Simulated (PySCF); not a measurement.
Single-point calculation of SiH$_{2}$F$_{2}$

- system: SiH$_{2}$F$_{2}$, SMILES [H][Si]([H])(F)F
- method: MP2/STO-6G, RHF (PySCF 2.14.0)

The geometry comes from this level: GFN2-xTB.

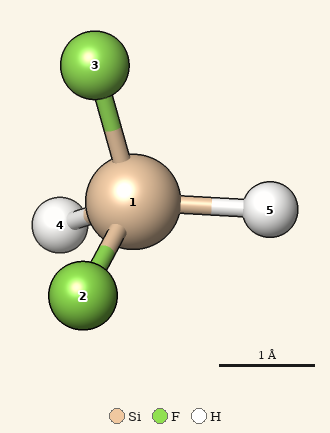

The structure (ball-and-stick view, seen at a tilt; atoms are numbered from 1 in the order of the input). Bond lengths as drawn: F–Si 1.59 Å and H–Si 1.44 Å.

### Key numbers

```json
{"quantity": "outcome", "value": "converged"}
{"quantity": "total energy", "value": "−487.078768 hartree"}
{"quantity": "SCF energy", "value": "−487.015053 hartree"}
{"quantity": "correlation energy", "value": "−0.063715 hartree"}
{"quantity": "basis functions", "value": "21"}
{"quantity": "HOMO of the SCF reference", "value": "−10.69 eV"}
{"quantity": "LUMO of the SCF reference", "value": "12.67 eV"}
{"quantity": "hardware", "value": "1 thread of Intel Xeon (Sapphire Rapids), 16 GiB of memory available, shared host"}
{"quantity": "wall time", "value": "1.4 s"}
{"quantity": "peak memory", "value": "0.12 GiB"}
```

### Input file (input.py)
```python
from pyscf import gto, scf, mp

system = gto.Mole()
system.atom = '''
Si    -0.172645     0.001058    -0.121490
F      0.017461    -0.035602     2.884667
F      2.713685     0.020088    -0.982166
H     -1.285278     2.376898    -0.860846
H     -1.273184    -2.362441    -0.920145
'''
system.unit = 'bohr'
system.max_memory = 1860
system.basis = 'sto-6g'
system.verbose = 4
system.build()

mf = scf.RHF(system)
mf.conv_tol = 1e-10
mf.kernel()
if not mf.converged:
    mf = mf.newton().run(mf.mo_coeff, mf.mo_occ)

pt = mp.MP2(mf, frozen=7).run()
energy = pt.e_tot
print(f'total energy: {energy:.8f} hartree')
```

Launch command:
```bash
OMP_NUM_THREADS=1 python input.py
```

### What the program printed
```
PySCF version 2.14.0

[INPUT] num. atoms = 5
[INPUT] num. electrons = 34
[INPUT] charge = 0
[INPUT] spin (= nelec alpha-beta = 2S) = 0
[INPUT] symmetry False subgroup None
[INPUT] Mole.unit = bohr
[INPUT] Symbol           X                Y                Z      unit          X                Y                Z       unit  Magmom
[INPUT]  1 Si    -0.091359799579   0.000559869489  -0.064289739355 AA   -0.172645000000   0.001058000000  -0.121490000000 Bohr   0.0
[INPUT]  2 F      0.009239963280  -0.018839767063   1.526500037493 AA    0.017461000000  -0.035602000000   2.884667000000 Bohr   0.0
[INPUT]  3 F      1.436020259615   0.010630111813  -0.519739864540 AA    2.713685000000   0.020088000000  -0.982166000000 Bohr   0.0
[INPUT]  4 H     -0.680139827297   1.257800254281  -0.455540085312 AA   -1.285278000000   2.376898000000  -0.860846000000 Bohr   0.0
[INPUT]  5 H     -0.673739958108  -1.250149939343  -0.486919764742 AA   -1.273184000000  -2.362441000000  -0.920145000000 Bohr   0.0

nuclear repulsion = 119.07670030928
number of shells = 13
number of NR pGTOs = 126
number of NR cGTOs = 21
basis = sto-6g
ecp = {}

******** <class 'pyscf.scf.hf.RHF'> ********
method = RHF
initial guess = minao
damping factor = 0
level_shift factor = 0
DIIS = <class 'pyscf.scf.diis.CDIIS'>
diis_start_cycle = 1
diis_space = 8
diis_damp = 0
SCF conv_tol = 1e-10
SCF conv_tol_grad = None
SCF max_cycles = 50
direct_scf = True
direct_scf_tol = 1e-13
Set gradient conv threshold to 1e-05
Initial guess from minao.
init E= -486.843185460802
  HOMO = -0.406497809362191  LUMO = 0.26847719991995  gap/eV = 18.36701
cycle= 1 E= -486.922121679201  delta_E= -0.0789  |g|= 0.423  |ddm|= 2.37
  HOMO = -0.317079492445243  LUMO = 0.408942402721955  gap/eV = 19.75606
cycle= 2 E= -487.011667915607  delta_E= -0.0895  |g|= 0.0771  |ddm|= 0.874
  HOMO = -0.388678939137238  LUMO = 0.461162993848663  gap/eV = 23.12538
cycle= 3 E= -487.0145567416  delta_E= -0.00289  |g|= 0.0245  |ddm|= 0.136
  HOMO = -0.392789123818341  LUMO = 0.465408280899274  gap/eV = 23.35274
cycle= 4 E= -487.015044522554  delta_E= -0.000488  |g|= 0.00324  |ddm|= 0.0775
  HOMO = -0.392800443676546  LUMO = 0.465501813468423  gap/eV = 23.35559
cycle= 5 E= -487.015052613046  delta_E= -8.09e-06  |g|= 0.000391  |ddm|= 0.01
  HOMO = -0.392879034197476  LUMO = 0.465527450470283  gap/eV = 23.35843
cycle= 6 E= -487.015052712114  delta_E= -9.91e-08  |g|= 2.79e-05  |ddm|= 0.00108
  HOMO = -0.392875020665546  LUMO = 0.465528029490665  gap/eV = 23.35834
cycle= 7 E= -487.01505271254  delta_E= -4.26e-10  |g|= 4.34e-06  |ddm|= 6.11e-05
  HOMO = -0.392874979992569  LUMO = 0.465528621559622  gap/eV = 23.35835
cycle= 8 E= -487.015052712553  delta_E= -1.27e-11  |g|= 1.1e-06  |ddm|= 1.14e-05
  HOMO = -0.392874965058432  LUMO = 0.465528623514491  gap/eV = 23.35835
Extra cycle  E= -487.015052712555  delta_E= -1.59e-12  |g|= 5.1e-07  |ddm|= 2.38e-06
converged SCF energy = -487.015052712555

******** <class 'pyscf.mp.mp2.RMP2'> ********
nocc = 10, nmo = 14
frozen orbitals 7
E(RMP2) = -487.078767686048  E_corr = -0.0637149734936271
E(SCS-RMP2) = -487.08486602356  E_corr = -0.0698133110055159
E_corr(same-spin) = -0.00766691213865767
E_corr(oppo-spin) = -0.0560480613549694
total energy: -487.07876769 hartree
```

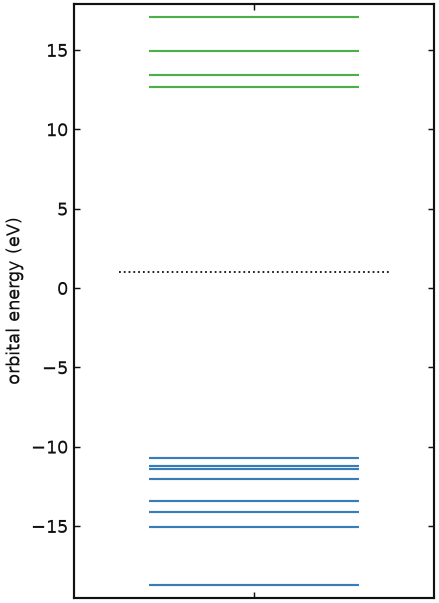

Orbital energies near the frontier (SCF reference); the dotted line parts filled from empty levels, and levels within 0.02 eV of each other stand side by side. Highest filled −10.69 eV, lowest empty 12.67 eV, 23.36 eV apart.
